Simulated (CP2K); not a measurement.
# SiNH5F+ (SMILES [NH3+][SiH2]F): a first try and a second

Wanted: energy and gradient of SiNH5F+, PM6.

The results are computed with CP2K 2026.2.

4 further runs of the same task are left out: 2 that didn't finish, 2 set aside as unsound or not needed.

## (1) The system as given

The species is SiNH5F+ (8 atoms), meant as a singlet with charge +1. As SMILES, `[NH3+][SiH2]F`. Geometry: relaxed at GFN2-xTB.

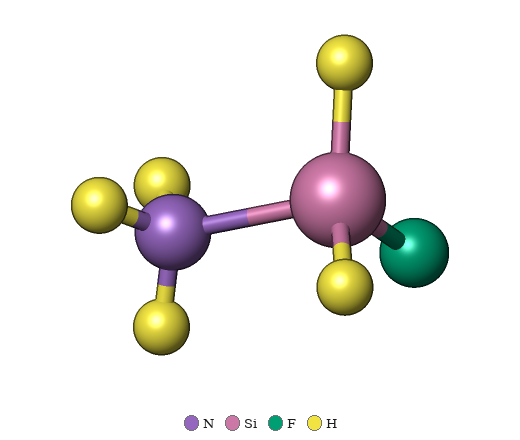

Viewed from a chosen angle; nitrogen purple, silicon pink, fluorine teal, hydrogen yellow.

## (2) Try one

molecule.pdb

```
HETATM    1 N    MOL A   1      -0.536   0.589  -0.466  1.00  0.00           N
HETATM    2 Si   MOL A   1       0.507  -0.604   0.621  1.00  0.00          SI
HETATM    3 F    MOL A   1       1.430  -1.105  -0.564  1.00  0.00           F
HETATM    4 H    MOL A   1      -1.007   0.079  -1.220  1.00  0.00           H
HETATM    5 H    MOL A   1       0.064   1.285  -0.922  1.00  0.00           H
HETATM    6 H    MOL A   1      -1.254   1.100   0.052  1.00  0.00           H
HETATM    7 H    MOL A   1       1.234   0.284   1.496  1.00  0.00           H
HETATM    8 H    MOL A   1      -0.438  -1.627   1.003  1.00  0.00           H
END
```

job.inp

```
&FORCE_EVAL
    METHOD Quickstep
    &DFT
        CHARGE 1
        MULTIPLICITY 1
        &QS
            METHOD PM6
            EPS_DEFAULT 1.0E-10
            &SE
                &COULOMB
                    CUTOFF [angstrom] 50
                    RC_RANGE [angstrom] 0
                &END COULOMB
                &EXCHANGE
                    CUTOFF [angstrom] 50
                    RC_RANGE [angstrom] 0
                &END EXCHANGE
            &END SE
        &END QS
        &POISSON
            PERIODIC NONE
            POISSON_SOLVER ANALYTIC
        &END POISSON
        &SCF
            SCF_GUESS ATOMIC
            EPS_SCF 1.0E-07
            MAXSCF 80
            ADDED_MOS 4
            &DIAGONALIZATION
                ALGORITHM STANDARD
            &END DIAGONALIZATION
            &MIXING
                METHOD DIRECT_P_MIXING
                ALPHA 0.4
            &END MIXING
        &END SCF
        &PRINT
            &MOMENTS
                PERIODIC F
                REFERENCE COM
                MAX_MOMENT 1
            &END MOMENTS
            &MO ON
                ENERGIES T
                OCCUPATION_NUMBERS T
                NDIGITS 6
                &EACH
                    QS_SCF 0
                &END EACH
                ADD_LAST NUMERIC
            &END MO
            &HIRSHFELD OFF
            &END HIRSHFELD
        &END PRINT
    &END DFT
    &SUBSYS
        &CELL
            ABC [angstrom] 14.7 14.9 14.7
            PERIODIC NONE
        &END CELL
        &TOPOLOGY
            COORD_FILE_NAME molecule.pdb
            COORD_FILE_FORMAT PDB
            CONN_FILE_FORMAT OFF
            &CENTER_COORDINATES
            &END CENTER_COORDINATES
        &END TOPOLOGY
    &END SUBSYS
    &PRINT
        &FORCES ON
        &END FORCES
    &END PRINT
&END FORCE_EVAL
&GLOBAL
    PROJECT_NAME job
    RUN_TYPE ENERGY_FORCE
    PRINT_LEVEL MEDIUM
&END GLOBAL
```

Started as:

```bash
$ OMP_NUM_THREADS=1 cp2k.psmp -i job.inp > job.out 2>&1
```

What it wrote:

```text
Possible matches for unknown keyword

 MAXSCF

   keyword MAX_SCF in section %__ROOT__%FORCE_EVAL%DFT%SCF score:  109
   keyword MAX_SCF in section %__ROOT__%FORCE_EVAL%DFT%XAS%SCF score:  109
   keyword EPS_SCF in section %__ROOT__%FORCE_EVAL%DFT%SCF score:  106
   enum MOPAC in section %__ROOT__%FORCE_EVAL%DFT%SCF for keyword SCF_GUESS score:  106
   keyword ROKS_F in section %__ROOT__%FORCE_EVAL%DFT%SCF score:  106

 *******************************************************************************
 *   ___                                                                       *
 *  /   \                                                                      *
 * [ABORT]                                                                     *
 *  \___/             found an unknown keyword MAXSCF in section SCF           *
 *    |                                                                        *
 *  O/|                                                                        *
 * /| |                                                                        *
 * / \                                               input/input_parsing.F:253 *
 *******************************************************************************

 ===== Routine Calling Stack =====

            5 section_vals_parse
            4 section_vals_parse
            3 section_vals_parse
            2 section_vals_parse
            1 read_input

Program received signal SIGABRT: Process abort signal.

Backtrace for this error:
#0  0x4e16fa12f957 in ???
#1  0x4e171a9e4cac in __pthread_kill_implementation
#2  0x4e171a98bfb7 in raise
#3  0x4e171a975d37 in abort
#4  0x4e16fa802d83 in ???
#5  0x4e16fa804297 in ???
#6  0x4e16fa9742b7 in ???
#7  0x4e16fa9738f7 in ???
#8  0x4e16fa9738f7 in ???
#9  0x4e16fa9738f7 in ???
#10  0x4e16fa249807 in ???
#11  0x4e16faab4e8b in ???
#12  0x4e16faab9d0b in ???
#13  0x4e16fa1d0db3 in ???
#14  0x4e16fa1cef13 in ???
#15  0x4e171a976573 in __libc_start_call_main
#16  0x4e171a976657 in __libc_start_main_impl
#17  0x4e16fa1cf06f in ???
#18  0xffffffffffffffff in ???
```

Wall time 0.46 s (1 thread of Arm Neoverse N1, shared host); peak memory 0.13 GiB.

## (3) What went wrong

The input was rejected.

The telling line is `\___/             found an unknown keyword MAXSCF in section SCF`. The cause is that the input text is malformed or holds a word that the program doesn't know.

## (4) Try two

molecule.pdb is that of step 2.

mol.inp

```
&GLOBAL
  PROJECT_NAME mol
  RUN_TYPE ENERGY_FORCE
  PRINT_LEVEL MEDIUM
&END GLOBAL

&FORCE_EVAL
  METHOD QS
  &DFT
    CHARGE 1
    &QS
      METHOD PM6
      EPS_DEFAULT 1.0E-10
      &SE
        &COULOMB
          CUTOFF [angstrom] 50
          RC_RANGE [angstrom] 0
        &END COULOMB
        &EXCHANGE
          CUTOFF [angstrom] 50
          RC_RANGE [angstrom] 0
        &END EXCHANGE
      &END SE
    &END QS
    &POISSON
      PERIODIC NONE
      POISSON_SOLVER ANALYTIC
    &END POISSON
    &SCF
      SCF_GUESS ATOMIC
      EPS_SCF 1.0E-07
      MAX_SCF 80
      ADDED_MOS 4
      &DIAGONALIZATION
        ALGORITHM STANDARD
      &END DIAGONALIZATION
      &MIXING
        METHOD DIRECT_P_MIXING
        ALPHA 0.4
      &END MIXING
    &END SCF
    &PRINT
      &MOMENTS
        PERIODIC F
        REFERENCE COM
        MAX_MOMENT 1
      &END MOMENTS
      &MO ON
        ENERGIES T
        OCCUPATION_NUMBERS T
        NDIGITS 6
        &EACH
          QS_SCF 0
        &END EACH
        ADD_LAST NUMERIC
      &END MO
      &HIRSHFELD OFF
      &END HIRSHFELD
    &END PRINT
  &END DFT
  # atoms, cell and kinds
  &SUBSYS
    &CELL
      ABC 14.7 14.9 14.7
      PERIODIC NONE
    &END CELL
    &TOPOLOGY
      COORD_FILE_NAME molecule.pdb
      COORD_FILE_FORMAT PDB
      CONN_FILE_FORMAT OFF
      &CENTER_COORDINATES
      &END CENTER_COORDINATES
    &END TOPOLOGY
  &END SUBSYS
  # extra output
  &PRINT
    &FORCES ON
    &END FORCES
  &END PRINT
&END FORCE_EVAL
```

Started as:

```bash
$ OMP_NUM_THREADS=1 cp2k.psmp -i mol.inp > mol.out 2>&1
```

What it wrote:

```text
CP2K| version string:                                       CP2K version 2026.2
[...]
 GLOBAL| Method name                                                        CP2K
[...]
 GLOBAL| Run type                                                   ENERGY_FORCE
[...]
                             - Atoms:                                          8
[...]
                             - Spherical basis functions:                     22
[...]
 Number of electrons:                                                         20
[...]
     1 P_Mix/Diag. 0.40E+00    0.0     0.72921643       -24.1744597668 -2.42E+01
[...]
    15 DIIS/Diag.  0.90E-07    0.0     0.00000008       -28.9283546005 -2.18E-12
  *** SCF run converged in    15 steps ***
  Core-core repulsion energy [eV]:                           1001.37136898657752
  Core Hamiltonian energy [eV]:                             -1284.79348457442961
  Two-electron integral energy [eV]:                        -1007.51689157224484
  Electronic energy [eV]:                                   -1788.55193036055198
  Total energy [eV]:                                         -787.18056137397457
  Atomic reference energy [eV]:                               789.48839404146702
  Heat of formation [kcal/mol]:                                53.21988983333186
[...]
 SE_DIPOLE| Moment [Debye]          4.44114778      -3.80072088      -0.33909210
 SE_DIPOLE| Derivative [a.u.]       0.00000000       0.00000000       0.00000000
 ENERGY| Total FORCE_EVAL ( QS ) energy [hartree]            -28.928354600543884
 FORCES| Atomic forces [hartree/bohr]
 FORCES|   Atom     x               y               z               |f|
 FORCES|      1  3.66993067E-03 -3.85020283E-03  4.62807366E-03   7.05063960E-03
 FORCES|      2  3.88194112E-03 -1.80422566E-03 -7.58265453E-03   8.70754539E-03
 FORCES|      3  2.87023797E-03 -3.58080853E-03  3.99882093E-03   6.08695528E-03
 FORCES|      4 -6.41915678E-03 -1.45432468E-03 -6.74630505E-03   9.42514010E-03
 FORCES|      5  1.84319210E-03  7.79908282E-03 -4.28259035E-03   9.08645310E-03
 FORCES|      6 -6.30973790E-03  4.79285420E-03  2.75038547E-03   8.38742296E-03
 FORCES|      7 -1.39232110E-05 -1.21409641E-03  3.61754305E-03   3.81586709E-03
 FORCES|      8  4.77516035E-04 -6.88278909E-04  3.61672682E-03   3.71247388E-03
 FORCES| Sum    -6.03683770E-16  3.88578059E-16  8.32667268E-17
 FORCES| Total atomic force                                       7.22745010E-16
[...]
```

It took 0.42 s on 1 thread of Arm Neoverse N1, shared host; peak memory 0.14 GiB.

## (5) Outcome

Level: PM6.

| quantity | value |
| --- | --- |
| total energy | -28.92835 Eh |
| HOMO energy | -16.39 eV |
| LUMO energy | -4.85 eV |
| HOMO–LUMO gap | 11.54 eV |
| heat of formation | 53.2 kcal/mol |
| largest force on an atom | 0.485 eV/Å |

**Reading.** The largest force is 0.48 eV/Å: the shape isn't a stationary point for this species at this level.
